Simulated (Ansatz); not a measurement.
# CH4BN: the cost of one run

Method: the settings change from run to run; program: Ansatz 0.2.0, Gaussian basis.

1 further run of the same task is left out (it didn't finish).

### Step 1. The geometry

The geometry comes from an earlier relaxation with PBE0-D4 in a triple-zeta def2 set; it is a stationary point, not always the lowest conformer.

SMILES `BN=C`, 7 atoms, charge 0, spin multiplicity 1.

Atoms are counted from 1 here; the program's logs count them from 0.

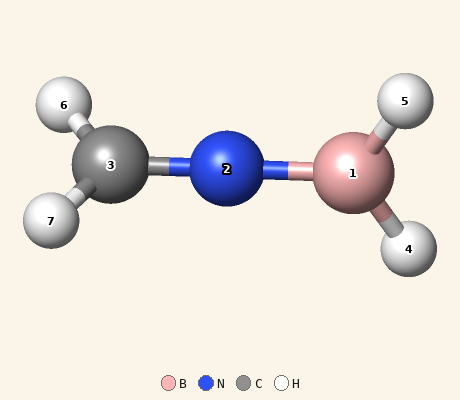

The structure; boron pink, nitrogen blue, carbon grey, hydrogen white; atoms are numbered from 1 in the order of the file.

### Step 2. RPA/def2-TZVPD

This run has unrestricted orbitals.

The input, in.yaml:

```yaml
crystal:
  periodic: [false, false, false]
  atoms:
    - {symbol: B, position_ang: [-1.112103, 0.375981, -0.546400]}
    - {symbol: N, position_ang: [0.050312, -0.023903, 0.013480]}
    - {symbol: C, position_ang: [1.117802, -0.391268, 0.527657]}
    - {symbol: H, position_ang: [-1.531526, -0.227172, -1.491159]}
    - {symbol: H, position_ang: [-1.680533, 1.318842, -0.077435]}
    - {symbol: H, position_ang: [1.137705, -1.127163, 1.336636]}
    - {symbol: H, position_ang: [2.079543, 0.006782, 0.191522]}
basis:
  gaussian: {orbitals: def2-TZVPD}
magnetization: {spin_polarized: true, initial_magnetization: 0}
hamiltonian: {xc: {name: PBE0}}
correlation: {method: rpa}
```

Command:

```console
$ ansatz run in.yaml --threads 2 --pin off --events-out ev --progress --plain --max-ram 4352MiB
```

Q: Estimate wall time and peak memory on 2 threads of Arm Neoverse V1, shared host.

About 4.1 s, with a peak of 0.31 GiB.
